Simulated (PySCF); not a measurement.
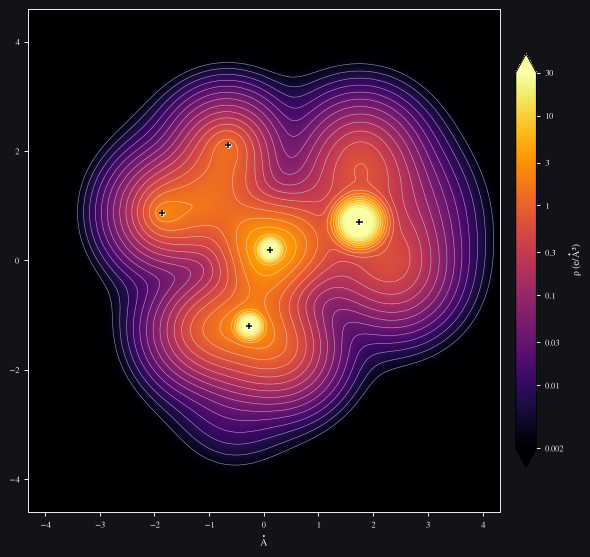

The electron density on a plane through atoms (crosses mark nuclei in the plane).

Theory: PBE0/def2-SVPD, SCF density, gas phase in PySCF 2.14.0.

Candidates:
A. CCl4 (SMILES ClC(Cl)(Cl)Cl)
B. C3H10ClNSi (SMILES CCN(C)[SiH2]Cl)
C. C6H8P (SMILES Cc1ccc(C)[p-]1) (charge −1)

> Which system is this?

Candidate B: C3H10ClNSi on the plane of atoms C2, N3 and Si5, which holds C, N, Si and H. C–N (1.45 Å): ρ is about 1.9 e/Å³ halfway. Si–N (1.71 Å): ρ is about 1.1 e/Å³ halfway.
